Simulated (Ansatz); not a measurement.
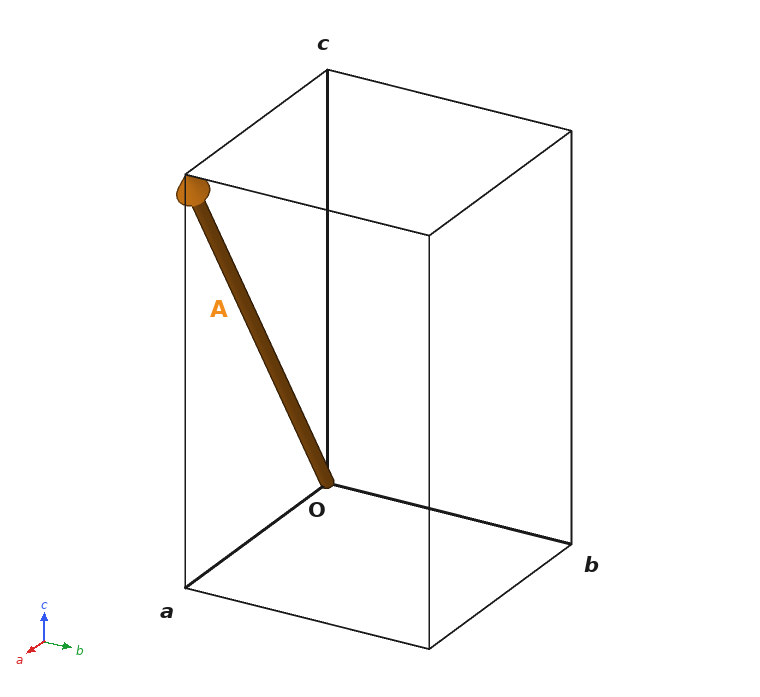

The arrow starts at a corner of the unit cell and ends on its surface; where a tip isn't a corner, dashed lines run from it parallel to the axes. Crystal: SnC2, the geometry relaxed with DFT PBE, scalar-relativistic, plane waves, PAW in Ansatz; the starting structure was generated, so it need not be a known form of this composition. Symmetry computed with spglib at a tolerance of 0.002 Å; standard conventional cell.

a = 4.070 Å, b = 4.070 Å, c = 6.596 Å, α = 90.00°, β = 90.00°, γ = 90.00°.

Index the direction.

Arrow A runs from (0, 0, 0) to (1, 0, 1), so [1 0 1].

How long is the vector ua + vb + wc?

7.751 Å.
